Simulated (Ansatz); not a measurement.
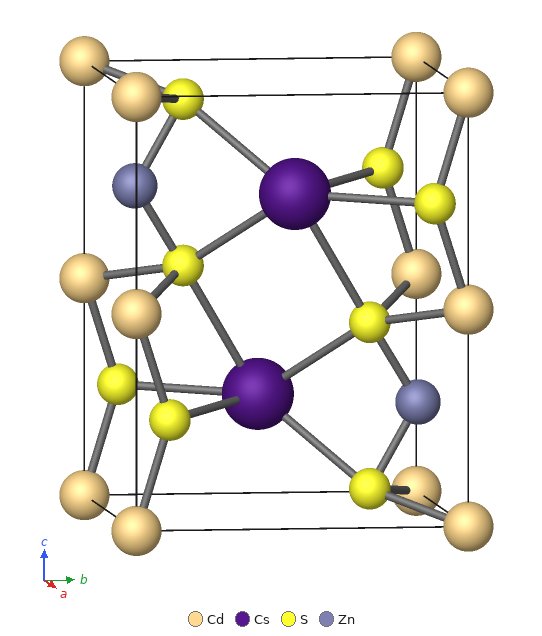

View slightly off an axis, drawn as a ball-and-stick model. The frame is the simulation cell; atoms at its boundary are shown with their periodic copies.

```
CELL_PARAMETERS angstrom
3.99482 0.00000 0.00000
1.99741 -7.62878 0.00000
0.00000 0.00000 -10.55749
ATOMIC_POSITIONS crystal
Cd 0.00000 0.00000 0.00000
Cd 0.00000 0.00000 0.50000
Cs 0.74096 0.51808 0.75000
Cs 0.25904 0.48192 0.25000
S 0.38134 0.23732 0.94178
S 0.61866 0.76268 0.44178
S 0.61866 0.76268 0.05822
S 0.38134 0.23732 0.55822
S 0.05468 0.89064 0.75000
S 0.94532 0.10936 0.25000
Zn 0.46010 0.07980 0.75000
Zn 0.53990 0.92020 0.25000
```

Results below were computed with DFT, PAW plane waves, r2SCAN (Ansatz); the settings were a 500 eV plane-wave basis, Brillouin-zone sampling on a 7×7×3 mesh, cold smearing of 0.045 eV, no spin polarisation.

Question: Give the Bader charge of each element.

Answer: Cs +0.83 e; Zn +0.91 e; Cd +1.00 e; S -0.95 to -0.89 e.

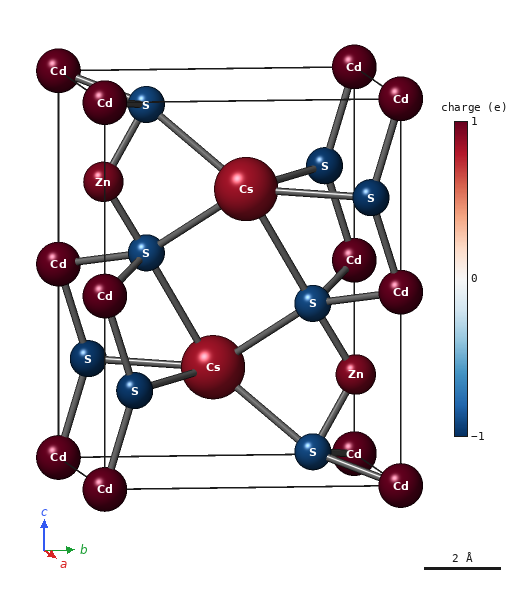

The atoms coloured by those charges.

The model is a generated cell, made by putting these elements into a known structure type (the compound may or may not exist in this form); its atoms and cell weren't optimised. Ansatz was used for an electronic-structure calculation on it.

At this level of theory the cell isn't at rest (forces up to 0.8 eV/Å), so its distances can differ from those at equilibrium, the more so the softer the solid.
